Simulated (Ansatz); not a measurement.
## GaN, response to strain

The parent structure is GaN in the wurtzite structure (space group P6_3mc, No. 186; a = 3.183 Å, c = 5.184 Å). Axes: x lies along a and z along c of the hexagonal cell.

Strains are applied to the cell and any free atomic positions relax; under biaxial strain the out-of-plane vector relaxes too.

Method: Ansatz (an electronic-structure program), r2SCAN, PAW, cutoff 500 eV, spin-orbit coupling left out, earlier PAW set.

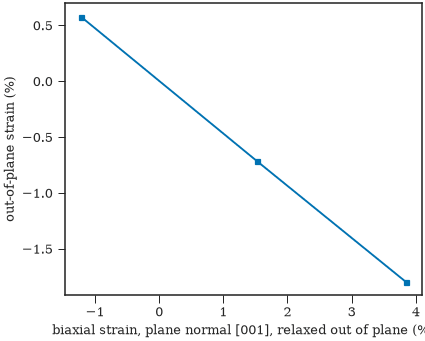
*Out-of-plane strain against biaxial strain, plane normal [001], relaxed out of plane*

```tsv
biaxial strain, plane normal [001], relaxed out of plane (%)	out-of-plane strain
-1.22	+0.58 %
1.53	-0.72 %
3.84	-1.79 %
```

Whether these cells are dynamically stable was not tested.
